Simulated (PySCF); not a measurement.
# One shape, several levels: PBr3 (phosphorus tribromide)

Wanted: a comparison of 6 runs (HF/STO-3G, HF/3-21G, B2PLYP/6-31G, PBE0/def2-SVP, B3LYP/6-31G*, MP2/def2-SVPD) of PBr3 (phosphorus tribromide). Input form: a Python script.

The results are computed with PySCF 2.14.0.

2 further runs of the same task are left out: 1 that didn't finish, 1 set aside as unsound or not needed.

### 1 The system as given

PBr3: 4 atoms, total charge 0, spin state singlet. SMILES: `BrP(Br)Br`. The coordinates come from a GFN2-xTB relaxation.

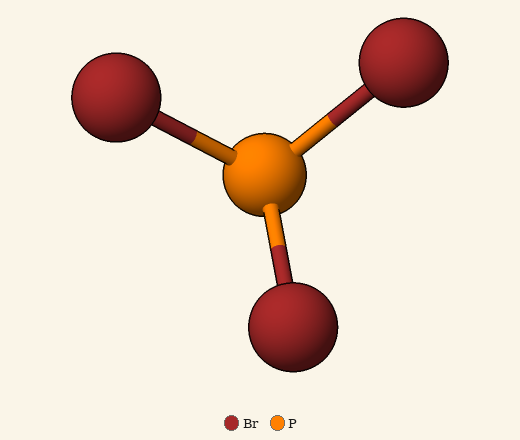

Viewed from a chosen angle; bromine red, phosphorus orange.

### 2 Energy and gradient at HF/STO-3G (run 1)

run.py reads:

```python
from pyscf import gto

mol = gto.M(
    atom='''
Br    -0.182800     0.461310     1.932090
P     -0.636370    -0.410190    -0.061330
Br     1.280980    -1.439050    -0.514620
Br    -0.461810     1.387930    -1.356130
''',
    max_memory=1860,
    verbose=3,
    basis='sto-3g',
)

calc0 = mol.RHF()
calc0.conv_tol = 1e-10
calc0.kernel()
if not calc0.converged:
    calc0 = calc0.newton().run(calc0.mo_coeff, calc0.mo_occ)

e_tot = calc0.e_tot
print(f'total energy: {e_tot:.8f} hartree')
grad = calc0.nuc_grad_method().kernel()
calc0.analyze()
```

Launch:

```console
OMP_NUM_THREADS=1 python run.py
```

What it wrote:

```text
converged SCF energy = -7970.98542709398
[... 15 lines left out ...]
MO #7   energy= -63.2079216429292  occ= 2
[... 7 lines left out ...]
MO #15  energy= -57.7555773759714  occ= 2
[... 7 lines left out ...]
MO #23  energy= -6.90972504612097  occ= 2
[... 7 lines left out ...]
MO #31  energy= -5.21941748950137  occ= 2
[... 7 lines left out ...]
MO #39  energy= -2.26113716333488  occ= 2
[... 7 lines left out ...]
MO #47  energy= -2.24856391385065  occ= 2
[... 7 lines left out ...]
MO #55  energy= -0.357559765035759 occ= 2
[... 7 lines left out ...]
MO #63  energy= 0.240954343970926  occ= 0
[... 5 lines left out ...]
Dipole moment(X, Y, Z, Debye): -1.15871, -0.74536, -0.11009
```

Run time: 15 s. Hardware: 1 thread of Intel Xeon at 2.50GHz (Skylake/Cascade Lake), shared host; peak memory 0.13 GiB.

### 3 Energy and forces at HF/3-21G (run 2)

input.py reads:

```python
import pyscf.grad
from pyscf import gto, scf

mol = gto.M(
    atom=[
    ('Br', (-0.182800, 0.461310, 1.932090)),
    ('P', (-0.636370, -0.410190, -0.061330)),
    ('Br', (1.280980, -1.439050, -0.514620)),
    ('Br', (-0.461810, 1.387930, -1.356130)),
],
    max_memory=1860,
    verbose=4,
    basis='3-21g',
)

calc0 = scf.RHF(mol)
calc0.conv_tol = 1e-10
calc0.kernel()
if not calc0.converged:
    calc0 = calc0.newton().run(calc0.mo_coeff, calc0.mo_occ)

e_tot = calc0.e_tot
print('Final energy', e_tot)
grad = calc0.Gradients().kernel()
dip = calc0.dip_moment()
pop, q = calc0.mulliken_pop()
```

Launch:

```console
OMP_NUM_THREADS=1 python input.py
```

What it wrote:

```text
PySCF version 2.14.0

[... 58 lines left out ...]
converged SCF energy = -8019.13971380907
Final energy -8019.139713809071
[... 10 lines left out ...]
Dipole moment(X, Y, Z, Debye): -0.57968, -0.37235, -0.05424
[... 84 lines left out ...]
charge of    3Br =     -0.09787
```

Wall time 15 s (1 thread of Intel Xeon at 2.50GHz (Skylake/Cascade Lake), shared host); peak memory 0.15 GiB.

### 4 A single-point energy at B2PLYP/6-31G (run 3)

input.py reads:

```python
# phosphorus tribromide
from pyscf import gto, dft, mp

system = gto.M(
    atom='''
Br    -0.182800     0.461310     1.932090
P     -0.636370    -0.410190    -0.061330
Br     1.280980    -1.439050    -0.514620
Br    -0.461810     1.387930    -1.356130
''',
    verbose=4,
    spin=0,
    basis='6-31g',
    max_memory=1860,
)

mf = dft.RKS(system)
mf.xc = '0.53*HF + 0.47*B88, 0.73*LYP'
mf.conv_tol = 1e-10
mf.grids.level = 5
mf.kernel()
if not mf.converged:
    mf = mf.newton().run(mf.mo_coeff, mf.mo_occ)

pt = mp.MP2(mf, frozen=32).run()
e_final = mf.e_tot + 0.27 * pt.e_corr
print('PT2 part  %.8f' % (0.27 * pt.e_corr))
print('E = %.10f Eh' % e_final)
dip = mf.dip_moment()
pop, q = mf.mulliken_pop()
```

Launch:

```console
OMP_NUM_THREADS=1 python input.py
```

What it wrote:

```text
PySCF version 2.14.0

[... 74 lines left out ...]
converged SCF energy = -8061.08062649639
[... 10 lines left out ...]
Dipole moment(X, Y, Z, Debye): -0.64222, -0.41269, -0.06014
[... 99 lines left out ...]
charge of    3Br =     -0.03242
```

Wall time 47 s (1 thread of Intel Xeon at 2.50GHz (Skylake/Cascade Lake), shared host); peak memory 0.53 GiB.

Runs 4 to 5 aren't shown in full; the table further down has their settings and results.

### 5 Energy and forces at MP2/def2-SVPD (run 6)

calc.py reads:

```python
# phosphorus tribromide
from pyscf import gto, mp

mol = gto.M(
    atom='''
Br    -0.345442     0.871750     3.651121
P     -1.202565    -0.775147    -0.115897
Br     2.420701    -2.719410    -0.972491
Br    -0.872694     2.622808    -2.562714
''',
    unit='bohr',
    basis='def2-svpd',
    verbose=3,
    max_memory=1860,
)

mf = mol.RHF()
mf.conv_tol = 1e-10
mf.kernel()
if not mf.converged:
    mf = mf.newton().run(mf.mo_coeff, mf.mo_occ)

pt = mp.MP2(mf, frozen=32).run()
energy = pt.e_tot
print(f'total energy: {energy:.8f} hartree')
grad = pt.nuc_grad_method().kernel()
mf.analyze()
```

Launch:

```console
OMP_NUM_THREADS=1 python calc.py
```

What it wrote:

```text
converged SCF energy = -8056.99647556416
[... 13 lines left out ...]
MO #3   energy= -490.005470052846  occ= 2
[... 17 lines left out ...]
MO #21  energy= -7.48078876473728  occ= 2
[... 17 lines left out ...]
MO #39  energy= -3.21925900063957  occ= 2
[... 17 lines left out ...]
MO #57  energy= -0.42977153109236  occ= 2
[... 17 lines left out ...]
MO #75  energy= 0.211366721647229  occ= 0
[... 17 lines left out ...]
MO #93  energy= 0.412909876612232  occ= 0
[... 17 lines left out ...]
MO #111 energy= 0.92087564476705   occ= 0
[... 17 lines left out ...]
MO #129 energy= 1.28417758728359   occ= 0
[... 17 lines left out ...]
MO #147 energy= 4.23495171462556   occ= 0
[... 5 lines left out ...]
Dipole moment(X, Y, Z, Debye): -0.37864, -0.24296, -0.03466
```

It took 3.9 min on 1 thread of Intel Xeon at 2.50GHz (Skylake/Cascade Lake), shared host; peak memory 2 GiB.

### 6 Overview of the runs

```
run                               level      task  frozen core orbitals   energy (Eh)  dipole moment (D) of the reference  HOMO energy (eV)  LUMO energy (eV)  wall time
  1                           HF/STO-3G  gradient                     –  -7970.985427                                1.38             -7.80              5.77       15 s
  2                            HF/3-21G  gradient                     –  -8019.139714                                0.69            -10.39              0.90       15 s
  3                        B2PLYP/6-31G    energy                    32  -8061.254973                                0.77             -9.07             -1.69       47 s
  4                       PBE0/def2-SVP  gradient                     –  -8061.821389                                0.41             -7.88             -2.00    1.7 min
  5  B3LYP/6-31G* (Cartesian functions)  gradient                     –  -8063.060552                                0.60             -7.76             -2.47    2.7 min
  6                       MP2/def2-SVPD  gradient                    32  -8057.829925                                0.45            -10.48              0.91    3.9 min
```

### 7 What came out

```
                                           quantity           value
                                run 6: total energy  -8057.82993 Eh
        run 6: dipole moment (Hartree–Fock density)          0.45 D
         run 6: HOMO energy (Hartree–Fock orbitals)       -10.48 eV
         run 6: LUMO energy (Hartree–Fock orbitals)         0.91 eV
       run 6: HOMO–LUMO gap (Hartree–Fock orbitals)        11.39 eV
run 6: correlation energy (32 core orbitals frozen)      -833.4 mEh
                    run 6: largest force on an atom      0.476 eV/Å
```

Over runs 1, 2, 3, 4, 5 the dipole moment (its size) runs from 0.41 D (PBE0/def2-SVP) to 1.38 D (HF/STO-3G). The two ends differ in method and basis. Over runs 1, 2, 3, 4, 5 the HOMO–LUMO gap runs from 5.30 eV (B3LYP/6-31G*) to 13.57 eV (HF/STO-3G). Totals of different functionals can't be ranked against each other. In run 1 the basis is minimal, so the values are rough. All runs together took 9.5 min, the longest 3.9 min.
